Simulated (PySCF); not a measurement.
Breaking a bond: SMILES [Li][CH3] (CH₃Li). The C1–Li5 bond (C1 also carries H, H, H; Li5 carries nothing else) is stretched with both fragments frozen at the PBE0/def2-TZVP optimised geometry.

- RHF/def2-TZVP (PySCF)
- UKS-PBE0 = PySCF with unrestricted PBE0/def2-TZVP
- UKS-r2SCAN = unrestricted r2SCAN/def2-TZVP in PySCF

Magnitude of the dipole moment (D; its direction can reverse along the curve, and a method can change to another solution) and Mulliken charge of the fragment that holds C1:

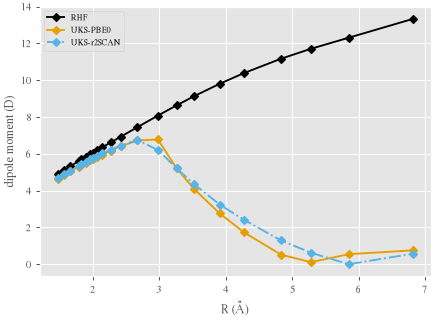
Dipole moment against bond length.

```csv
R / Å,μ RHF,q RHF,μ UKS-PBE0,q UKS-PBE0,μ UKS-r2SCAN,q UKS-r2SCAN
1.47,4.89,-0.91,4.64,-0.88,4.69,-0.91
1.57,5.12,-0.88,4.86,-0.85,4.90,-0.88
1.66,5.32,-0.86,5.05,-0.82,5.09,-0.85
1.79,5.61,-0.82,5.31,-0.78,5.36,-0.80
1.83,5.69,-0.81,5.39,-0.77,5.44,-0.79
1.90,5.84,-0.79,5.53,-0.75,5.58,-0.76
1.96,5.97,-0.77,5.64,-0.73,5.70,-0.74
2.00,6.06,-0.76,5.71,-0.72,5.77,-0.73
2.06,6.18,-0.74,5.82,-0.70,5.88,-0.71
2.14,6.35,-0.72,5.96,-0.68,6.02,-0.68
2.27,6.62,-0.69,6.18,-0.64,6.23,-0.64
2.42,6.93,-0.65,6.40,-0.60,6.45,-0.60
2.67,7.45,-0.60,6.73,-0.54,6.75,-0.53
2.98,8.08,-0.55,6.78,-0.47,6.21,-0.44
3.26,8.63,-0.52,5.22,-0.35,5.22,-0.35
3.52,9.12,-0.50,4.10,-0.27,4.36,-0.28
3.91,9.81,-0.48,2.76,-0.18,3.24,-0.20
4.27,10.38,-0.47,1.75,-0.12,2.42,-0.15
4.83,11.16,-0.45,0.53,-0.05,1.30,-0.08
5.28,11.70,-0.45,0.11,-0.03,0.63,-0.05
5.85,12.31,-0.44,0.55,-0.01,0.00,-0.03
6.82,13.33,-0.42,0.76,0.00,0.58,-0.01
```

The restricted form behind RHF keeps the bonding electrons paired and can't separate into open-shell fragments. The unrestricted determinant behind UKS-PBE0, UKS-r2SCAN is spin-contaminated at 2.98 to 6.82 Å (<S²> up to 1.0, against 0.00 for a pure singlet).
